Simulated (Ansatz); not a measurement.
**CH4Si: density, localisation and related maps**

```json
{"atom": "C", "x (Å)": "-0.5918", "y (Å)": "-0.6104", "z (Å)": "-0.0628"}
{"atom": "Si", "x (Å)": "0.5612", "y (Å)": "0.8793", "z (Å)": "0.1211"}
{"atom": "H", "x (Å)": "-1.5173", "y (Å)": "-0.4353", "z (Å)": "0.5004"}
{"atom": "H", "x (Å)": "-0.8438", "y (Å)": "-0.8453", "z (Å)": "-1.0976"}
{"atom": "H", "x (Å)": "0.5993", "y (Å)": "0.8043", "z (Å)": "1.6497"}
{"atom": "H", "x (Å)": "-0.1285", "y (Å)": "-1.4911", "z (Å)": "0.4005"}
```

Geometry: PBE0-D4/def2-TZVP.

Level of theory: Ansatz, RKS PBE0-D4/def2-TZVPP.

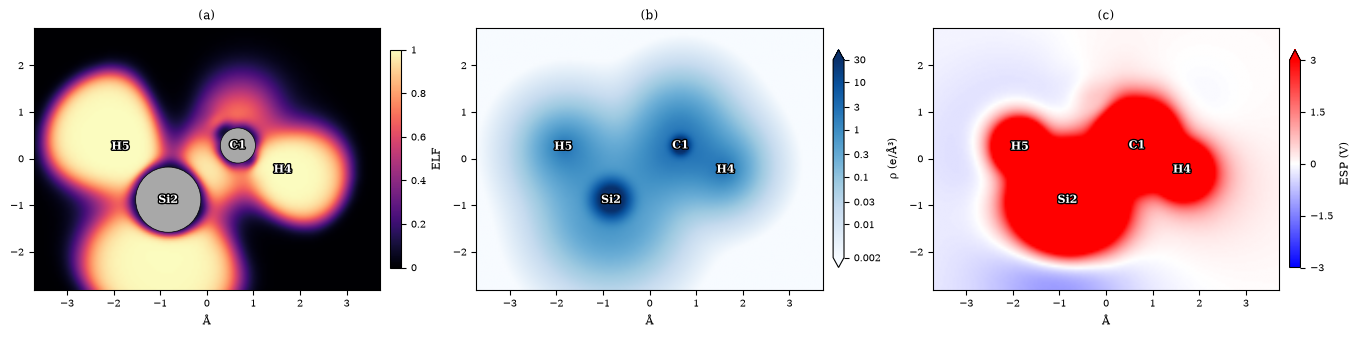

Figure 1. (a) ELF; (b) electron density; (c) molecular electrostatic potential on the plane of atoms Si2, C1 and H4. Grey discs cover the atomic cores in the ELF map.

Interpret the plot.

Atoms in the plane: C, Si and H.
C–Si (1.89 Å): ρ at the midpoint is about 0.93 e/Å³; the ELF peaks at about 0.95 between the atoms: a covalent bond.
C–H (1.09 Å): ρ at the midpoint is about 2 e/Å³; the ELF climbs to about 1 towards the hydrogen, as it does in any bond to H; an ordinary covalent bond to hydrogen.
Si–H (1.53 Å): the density is about 0.76 e/Å³ at the midpoint; the ELF climbs to about 1 towards the hydrogen.
The ELF also peaks beside Si2, away from the bonds: lone-pair regions.
Outside the dense part of the molecule the potential is most negative (−1.2 V) near Si2.

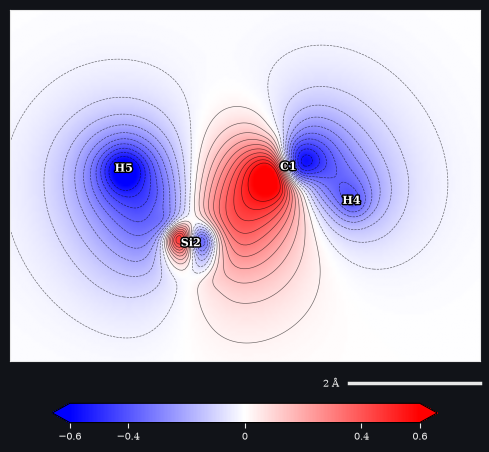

Figure 2. The HOMO−1 on the plane of atoms Si2, C1 and H4 (values in Å⁻³ᐟ²; the overall sign is arbitrary).

Describe this orbital and give its energy.

It lies mainly on Si2 (about 35 %), C1 (about 30 %), H5 (about 25 %) and H4 (about 5 %). Its energy is −8.80 eV.

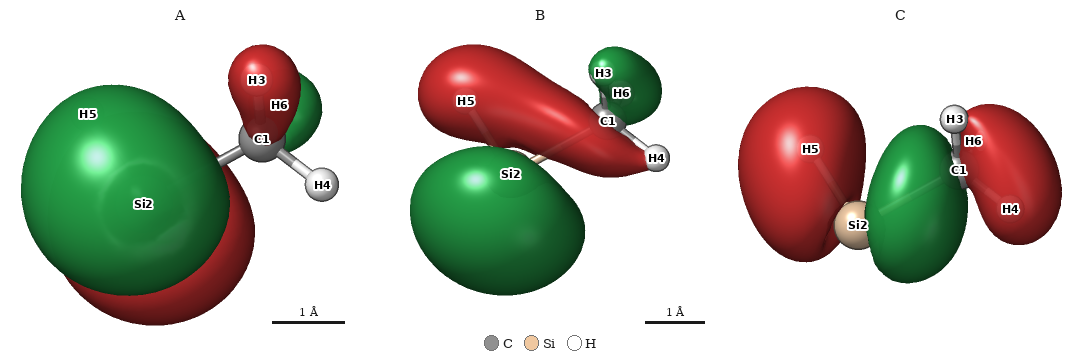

Figure 3. Three frontier orbitals at ±0.1 Å⁻³ᐟ² (green and red are the two phases), in no order.

Which picture is the HOMO−1, the HOMO and the LUMO?

C is the HOMO−1 (−8.80 eV). Its weight (Hirshfeld) is mainly on Si2 (about 35 %), C1 (about 30 %), H5 (about 25 %) and H4 (about 5 %). B is the HOMO (−6.30 eV). Its weight (Hirshfeld) is mainly on Si2 (about 75 %), H5 (about 10 %) and C1 (about 10 %). A is the LUMO (−2.53 eV). It lies mainly on Si2 (about 85 %) and C1 (about 5 %).

What is the HOMO–LUMO gap?

3.77 eV between the orbital energies.
